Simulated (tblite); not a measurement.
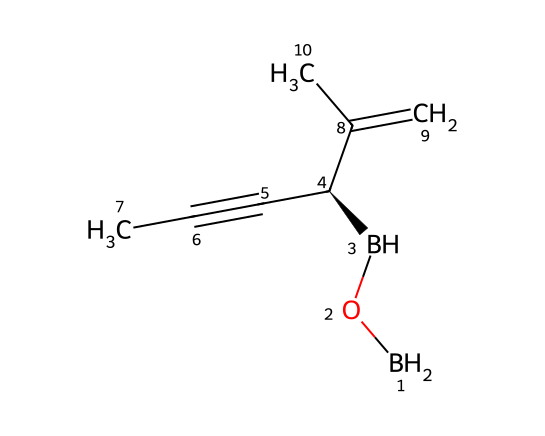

Skeletal drawing with numbered atoms; wedges and dashes mark any stereocentres. The configuration is that of a computed structure (GFN2-xTB).

**What are the Cahn–Ingold–Prelog descriptors?**

C4: R.
